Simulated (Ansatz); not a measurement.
# BNO$_{2}$ (SMILES O=BN=O) (triplet): what the fields show

The calculation's input:

```
crystal:
  periodic: [false, false, false]
  atoms:
    - {symbol: B, position_ang: [0.642526, 0.168915, -0.415385]}
    - {symbol: N, position_ang: [-0.115378, 1.292842, -0.134708]}
    - {symbol: O, position_ang: [1.389297, -0.742364, -0.693812]}
    - {symbol: O, position_ang: [-1.164775, 1.703647, 0.264865]}
basis:
  gaussian:
    orbitals: def2-TZVPD
magnetization:
  spin_polarized: true
  initial_magnetization: 2
hamiltonian:
  xc: {name: PBE0}
output: {forces: true, orbitals: {seedname: orbitals}}
```

Command:

```sh
ansatz run input.yaml --threads 1 --pin off --max-ram 2610MiB --events-out events.jsonl --progress --plain --runs-dir runs
```

Geometry: PBE0-D3(BJ)/def2-SVP.

Level of theory: Ansatz 0.2.0, isolated molecule in a Gaussian basis; Kohn-Sham density functional theory, functional PBE0.

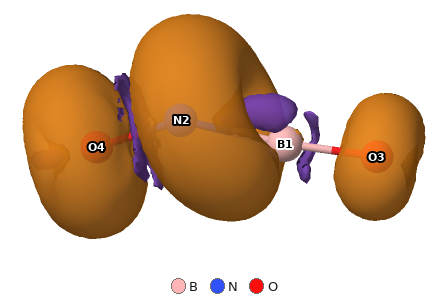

Figure 1. Isosurfaces of the spin density at +0.02 (orange) and −0.02 e/Å³ (purple), seen at a tilt.

Question: Describe the spin distribution.

Answer: The unpaired spin (2 electrons) lies mostly on O4 (about 0.9), N2 (about 0.8), O3 (about 0.2) and B1 (about 0.1), in electrons by Hirshfeld's partition.

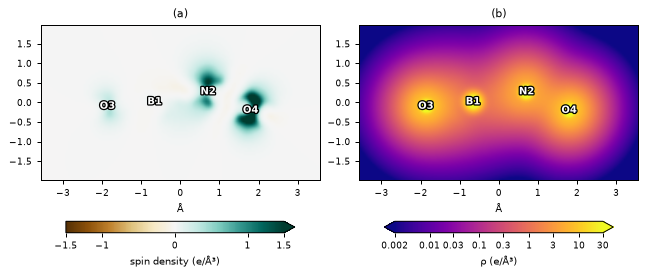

Figure 2. (a) spin density (α minus β); (b) total electron density on the molecular plane.

Question: Interpret the plot.

Answer:
- The plane passes through B, N and O nuclei.
- N–O (1.20 Å): ρ at the midpoint is about 3.6 e/Å³.
- B–O (1.21 Å): ρ at the midpoint is about 3 e/Å³.
- B–N (1.38 Å): ρ is about 1.9 e/Å³ halfway.

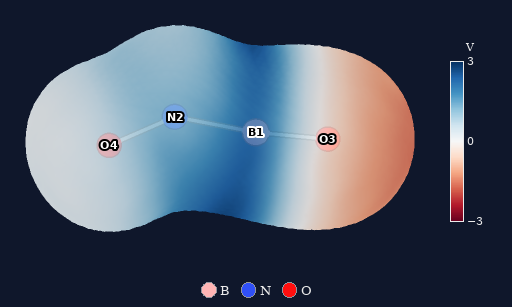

Figure 3. The electrostatic potential painted on the density surface at 0.004 e/bohr³, seen across its widest extent; the colour scale runs from red (negative) to blue (positive).

Question: Which sites attract a positive test charge, and which a negative one?

Answer: A positive charge is drawn to the negative regions and a negative charge to the positive ones. The most negative region (about −1.6 V) lies over O3, the most positive (about +2.6 V) over B1. O3 is the likeliest acceptor of a hydrogen bond.

Question: How polar is the molecule by this calculation?

Answer: Its dipole moment is 1.97 D.
